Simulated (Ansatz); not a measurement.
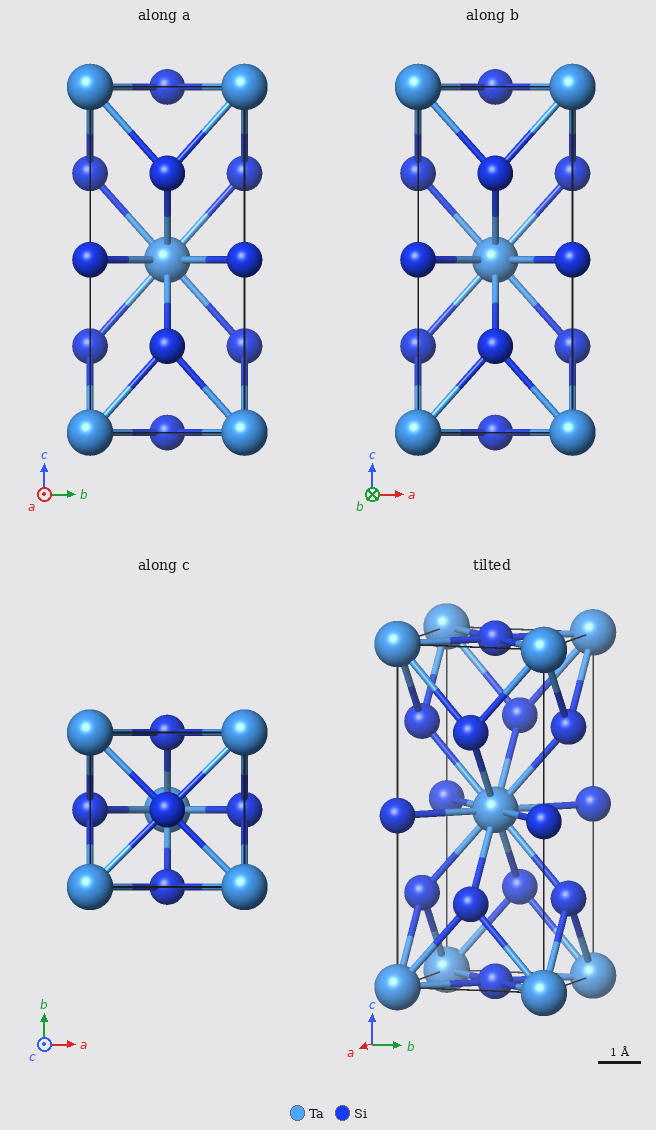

Crystal structure, ball-and-stick style, seen along the a axis, along the b axis, along the c axis and slightly off an axis. The frame is the conventional unit cell; atoms at its boundary are shown with their periodic copies.

Lattice parameters: a = 3.747 Å, b = 3.747 Å, c = 8.384 Å, α = 90.00°, β = 90.00°, γ = 90.00°. Put a along x and b in the xy plane.

Give the structure in the form of a POSCAR file.

```
Ta Si
1.0
     3.747    0.000    0.000
     0.000    3.747    0.000
     0.000    0.000    8.384
Ta Si
2 6
Direct
  0.0000 0.0000 0.0000
  0.5000 0.5000 0.5000
  0.5000 0.5000 0.0000
  0.5000 0.0000 0.2500
  0.0000 0.5000 0.2500
  0.0000 0.0000 0.5000
  0.0000 0.5000 0.7500
  0.5000 0.0000 0.7500
```

Starting structure: a textbook structure type filled with these elements (whether it is the usual form wasn't checked). A relaxation with DFT PBE, scalar-relativistic, plane waves, PAW in Ansatz 0.2.0 gave the geometry drawn.
